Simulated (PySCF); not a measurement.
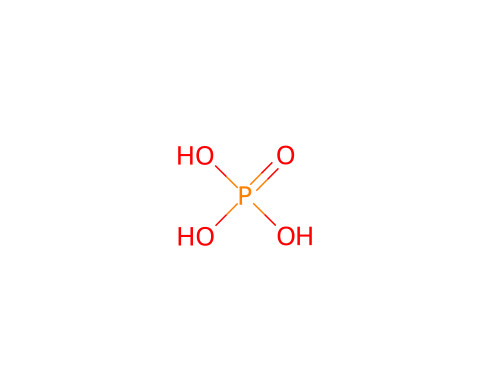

> Give its SMILES.

O=P(O)(O)O

> Give the formula, hydrogens included.

H3O4P.

The parts below concern this one geometry. Atoms keep their numbers from picture to picture. The computed structure is the end point of a GFN2-xTB optimisation. No frequency run is at hand to confirm it as a minimum.

## NMR shielding

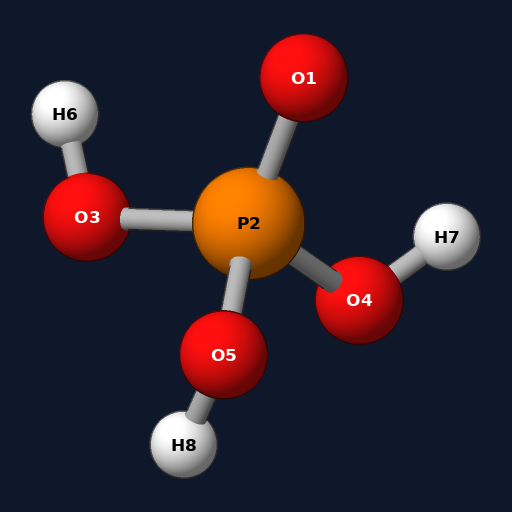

No frequency run is at hand to confirm it as a minimum. Properties computed with GIAO PBE0/pcSseg-1 NMR shielding, non-relativistic, gas phase (PySCF 2.14.0). Principal shieldings σ11 ≤ σ22 ≤ σ33, span Ω = σ33 − σ11, skew κ = 3(σiso − σ22)/Ω.

Give the shielding tensors of the P atoms.

| atom | σ11 | σ22 | σ33 | σiso | Ω | κ |
| --- | --- | --- | --- | --- | --- | --- |
| P2 | 238.0 | 256.0 | 461.2 | 318.4 | 223.2 | 0.84 |

Shieldings and span in ppm.

## Charges

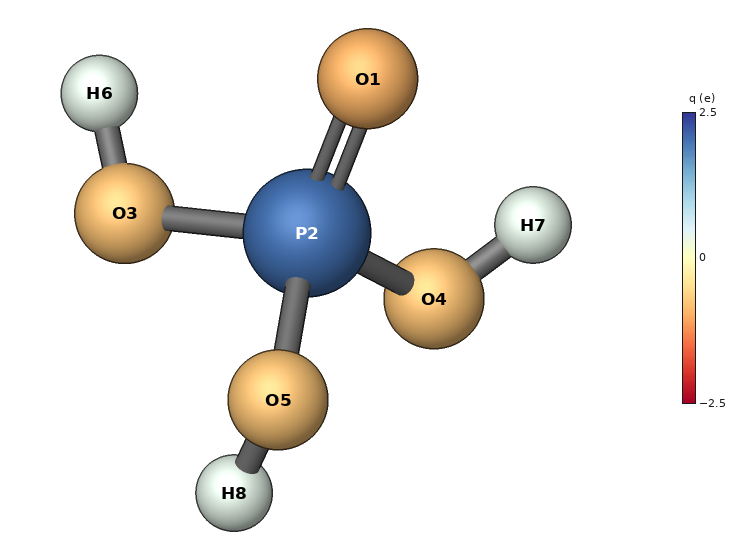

Atoms are coloured by their IAO charges. No frequency run is at hand to confirm it as a minimum. Method: PBE0/pcSseg-1, gas phase (PySCF 2.14.0).

> Which atom carries the highest charge (most positive or least negative)?

P2 (2.02 e).

> And the lowest?

O1 (−0.90 e).

List the IAO charges.

| atom | value (e) |
| --- | --- |
| O1 | −0.90 |
| P2 | 2.02 |
| O3 | −0.76 |
| O4 | −0.77 |
| O5 | −0.74 |
| H6 | 0.39 |
| H7 | 0.39 |
| H8 | 0.39 |

## Electronic properties

No frequency run is at hand to confirm it as a minimum. Properties computed with PBE0/pcSseg-1, gas phase (PySCF 2.14.0).

> Give the dipole moment at this level.

2.56 D.

> Estimate the HOMO–LUMO gap.

9.27 eV.

> Give the HOMO energy (Kohn–Sham orbital) at this level.

−8.86 eV.

The geometry is semi-empirical. Around P such bond lengths and angles can be off by a tenth of an ångström or more and by several degrees, and values that hang on the shape move with them.
